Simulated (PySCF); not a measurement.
SMILES [OH][Al]([OH])/[CH]=C/[Si](O)(O)O (C2H7AlO5Si) at its GFN2-xTB optimised geometry (Å):

```
16

Si    -0.7942    -0.6893     0.0000
O     -1.3130    -1.3664     1.3870
O      0.8329    -0.6893     0.0000
O     -1.2922     0.8621     0.0000
C     -1.4692    -1.6284    -1.4967
C     -0.7397    -2.0580    -2.5248
Al    -1.5213    -3.0302    -4.0619
O     -3.1453    -3.3088    -4.0599
O     -0.4806    -3.4978    -5.2499
H     -2.1595    -1.1073     1.7370
H      1.2922    -1.4813     0.2610
H     -0.8694     1.4813    -0.5869
H     -2.5358    -1.8260    -1.5195
H      0.3294    -1.8648    -2.5162
H     -4.0780    -3.4572    -4.0334
H      0.0926    -3.7777    -5.9469
```

Method: PBE0/def2-TZVP in PySCF 2.14.0. Cells within 0.4 Å of a nucleus heavier than hydrogen are left out (blank, or x).

Map of the electron localisation function on the plane z = 1.0 Å:

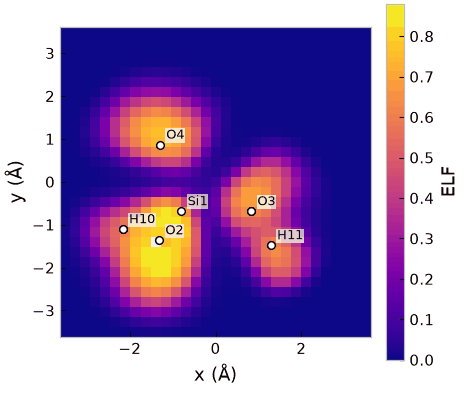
Fig. 1. Electron localisation function on the plane z = 1.0 Å.
